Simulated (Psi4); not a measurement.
# SnNH4Cl (SMILES [NH2][SnH2][Cl]) at HF/def2-SVP (core potential)

What is the energy change on altering one bond length of SnNH4Cl at HF/def2-SVP (core potential)? 

Program for the calculation: Psi4 1.11.

5 further runs of the same task are left out: 4 that didn't finish, 1 set aside as unsound or not needed.

## 1. The system as given

The species is SnNH4Cl (7 atoms), meant as a singlet with charge 0. SMILES: `[NH2][SnH2][Cl]`. The coordinates come from a PBE0-D4/def2-TZVP relaxation. This is one conformer, not always the lowest.

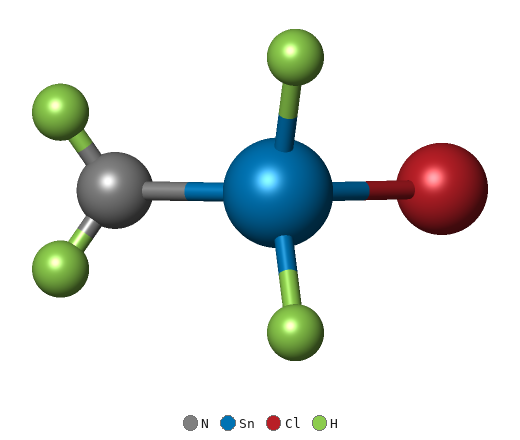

The structure, seen from a chosen angle (nitrogen grey, tin blue, chlorine red, hydrogen green).

## 2. A single-point energy at HF/def2-SVP (core potential)

Contents of calc.inp:

```
memory 2200 mb

molecule {
  0 1
  N     -0.972800    -0.020100    -0.835200
  Sn     0.562300     0.041400     0.449100
  Cl     0.846400    -2.133500     1.251000
  H     -1.803500     0.485500    -0.566500
  H     -0.756400     0.165200    -1.803000
  H      0.172800     0.976800     1.814600
  H      2.012400     0.416800    -0.355700
  symmetry c1
}

set {
  puream true
  e_convergence 1e-09
  d_convergence 1e-08
  scf_type pk
}

result, w = energy('scf/def2-SVP', return_wfn=True)
oeprop(w, 'DIPOLE', 'WIBERG_LOWDIN_INDICES', 'QUADRUPOLE', title='SCF')
```

Command:

```console
$ psi4 -n 1 calc.inp calc.out
```

calc.out, shortened:

```text
[...]
    !!!  WARNING: ECP capability is in beta. Please check occupations closely.  !!!
[...]
  Running in c1 symmetry.
[...]
  Nuclear repulsion =  186.923705781262044
[...]
  Multiplicity = 1
[...]
  Nalpha       = 25
  Nbeta        = 25
[...]
    Number of basis functions: 78
[...]
   @RHF iter   1:  -729.35234784493286   -2.01930e+00   6.26268e-03 ADIIS/DIIS
[...]
   @RHF iter  12:  -729.46537372672856   -6.82121e-13   2.11252e-09 DIIS
[...]
    Orbital Energies [Eh]
    ---------------------
    Doubly Occupied:
       1A   -104.756210     2A    -15.548318     3A    -10.518919
       4A     -7.993426     5A     -7.990999     6A     -7.990993
       7A     -5.898268     8A     -4.090298     9A     -4.087239
      10A     -4.086681    11A     -1.364632    12A     -1.360819
      13A     -1.356474    14A     -1.351938    15A     -1.350919
      16A     -1.101953    17A     -1.041600    18A     -0.677775
      19A     -0.651101    20A     -0.522881    21A     -0.487271
      22A     -0.478469    23A     -0.432266    24A     -0.424383
      25A     -0.404827
[...]
  @RHF Final Energy:  -729.46537372672856
   => Energetics <=
    Nuclear Repulsion Energy =            186.9237057812620435
    One-Electron Energy =               -1460.8408433561335187
    Two-Electron Energy =                 544.4517638481429458
    Total Energy =                       -729.4653737267285578
[...]
 Multipole Moments:
 ------------------------------------------------------------------------------------
     Multipole            Electronic (a.u.)      Nuclear  (a.u.)        Total (a.u.)
 ------------------------------------------------------------------------------------
 L = 1.  Multiply by 2.5417464519 to convert [e a0] to [Debye]
 Dipole X            :          8.2235930           -8.3750827           -0.1514897
 Dipole Y            :         27.6042321          -26.1362595            1.4679726
 Dipole Z            :         -0.1597814           -0.3481298           -0.5079113
 Magnitude           :                                                    1.5607262
 L = 2.  Multiply by 1.3450342976 to convert [e a0^2] to [Debye ang]
 Quadrupole XX       :       -127.3717768           94.2495387          -33.1222381
 Quadrupole XY       :         54.9440848          -56.1329255           -1.1888407
[...]
```

Wall time 2.8 s (1 thread of Intel Xeon 6975P-C (Granite Rapids), shared host); peak memory 0.25 GiB.

## 3. The distorted shape, same level

Contents of run.py:

```python
import psi4

psi4.set_memory('2200 MB')
psi4.set_num_threads(1)
psi4.core.set_output_file('psi4.out', False)

geom = psi4.geometry("""
N
Sn 1 2.002434
Cl 2 2.335369 1 106.55202
H 1 1.3116 2 116.42338 3 113.96275
H 1 1.008862 4 109.88022 2 -135.09743
H 2 1.700375 1 110.87595 5 131.9995
H 2 1.700417 6 116.99946 1 128.54451
symmetry c1
""")

psi4.set_options({
    'basis': 'def2-SVP',
    'puream': True,
    'e_convergence': 1e-09,
    'd_convergence': 1e-08,
    'scf_type': 'pk',
})

e_tot, wfn = psi4.energy('scf', return_wfn=True)
psi4.oeprop(wfn, 'LOWDIN_CHARGES', 'QUADRUPOLE', 'MULLIKEN_CHARGES')
print(f'scf energy: {e_tot:.10f} Eh')
```

Command:

```console
$ python run.py
```

psi4.out, shortened:

```text
[...]
    !!!  WARNING: ECP capability is in beta. Please check occupations closely.  !!!
[...]
  Running in c1 symmetry.
[...]
  Nuclear repulsion =  185.551481595317341
[...]
  Multiplicity = 1
[...]
  Nalpha       = 25
  Nbeta        = 25
[...]
    Number of basis functions: 78
[...]
   @RHF iter   1:  -729.28431653641360   -2.12426e+00   6.51827e-03 ADIIS/DIIS
[...]
   @RHF iter  12:  -729.41591070576646   -5.57066e-12   6.26500e-09 DIIS
[...]
  @RHF Final Energy:  -729.41591070576646
   => Energetics <=
    Nuclear Repulsion Energy =            185.5514815953173411
    One-Electron Energy =               -1458.1769440421785475
    Two-Electron Energy =                 543.2095517410946286
    Total Energy =                       -729.4159107057664642
[...]
 Multipole Moments:
 ------------------------------------------------------------------------------------
     Multipole            Electronic (a.u.)      Nuclear  (a.u.)        Total (a.u.)
 ------------------------------------------------------------------------------------
 L = 1.  Multiply by 2.5417464519 to convert [e a0] to [Debye]
 Dipole X            :          0.3080462           -0.3318586           -0.0238124
 Dipole Y            :         27.7909258          -26.2707159            1.5202100
 Dipole Z            :          7.2287351           -7.6268355           -0.3981004
 Magnitude           :                                                    1.5716517
 L = 2.  Multiply by 1.3450342976 to convert [e a0^2] to [Debye ang]
 Quadrupole XX       :        -54.0868593           21.5610701          -32.5257892
 Quadrupole XY       :          1.0232754           -1.2109513           -0.1876760
[...]
  Mulliken Charges: (a.u.)
   Center  Symbol    Alpha    Beta     Spin     Total
       1     N     3.83935  3.83935  0.00000 -0.67870
       2    SN    10.47878 10.47878  0.00000  1.04244
       3    CL     8.70525  8.70525  0.00000 -0.41049
       4     H     0.40140  0.40140  0.00000  0.19719
       5     H     0.41823  0.41823  0.00000  0.16354
       6     H     0.57888  0.57888  0.00000 -0.15776
       7     H     0.57811  0.57811  0.00000 -0.15622
   Total alpha = 25.00000, Total beta = 25.00000, Total charge = -0.00000
  Lowdin Charges: (a.u.)
[...]
```

Standard output:

```text
scf energy: -729.4159107058 Eh
```

Run time: 3.3 s. Hardware: 1 thread of Intel Xeon 6975P-C (Granite Rapids), shared host; peak memory 0.26 GiB.

## 4. Results

Level: HF/def2-SVP (core potential).

| quantity | value |
| --- | --- |
| first shape: total energy | -729.46537 Eh |
| first shape: dipole moment | 3.97 D |
| first shape: HOMO energy | -11.02 eV |
| first shape: LUMO energy | 3.07 eV |
| first shape: HOMO–LUMO gap | 14.08 eV |
| distorted shape: total energy | -729.41591 Eh |
| distorted shape: dipole moment | 3.99 D |
| distorted shape: HOMO energy | -10.96 eV |
| distorted shape: LUMO energy | 2.84 eV |
| distorted shape: HOMO–LUMO gap | 13.80 eV |
| energy change with the N1–H4 bond stretched from 1.009 to 1.312 Å | 1.346 eV |

**Reading.** With the N1–H4 bond stretched from 1.009 to 1.312 Å the energy rises by 1.35 eV (130 kJ/mol). The first shape isn't relaxed at this level, so the change isn't measured from a minimum. Mulliken charges (distorted shape) run from -0.68 on N1 to +1.04 on Sn2; they depend strongly on the basis.
